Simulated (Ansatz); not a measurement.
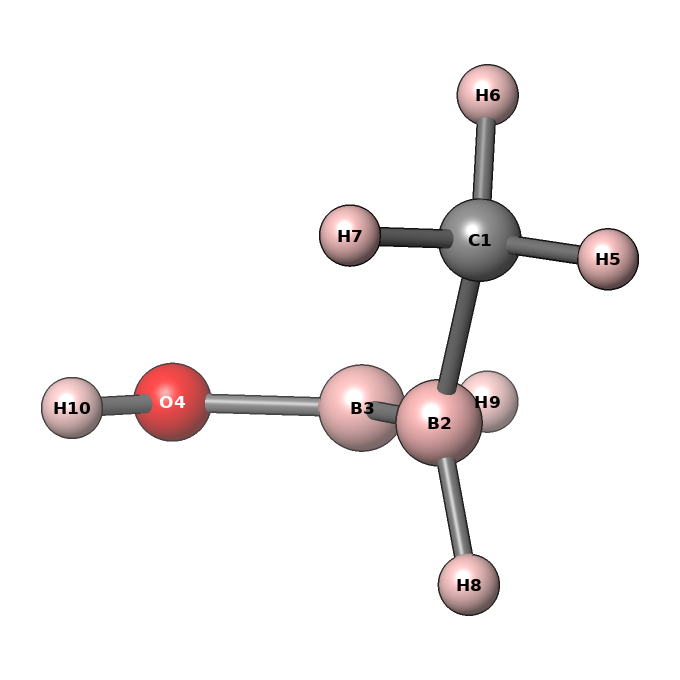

B3 lies behind B2. The molecule seen a little off the B2–B3 bond, B2 in front. Atoms fade into the background with distance from the viewer. Computed geometry: PBE0-D4/def2-TZVP optimisation.

What is the torsion angle C1–B2–B3–O4? The sign is positive where the front bond must turn clockwise to cover the back bond.

−89°, about perpendicular.
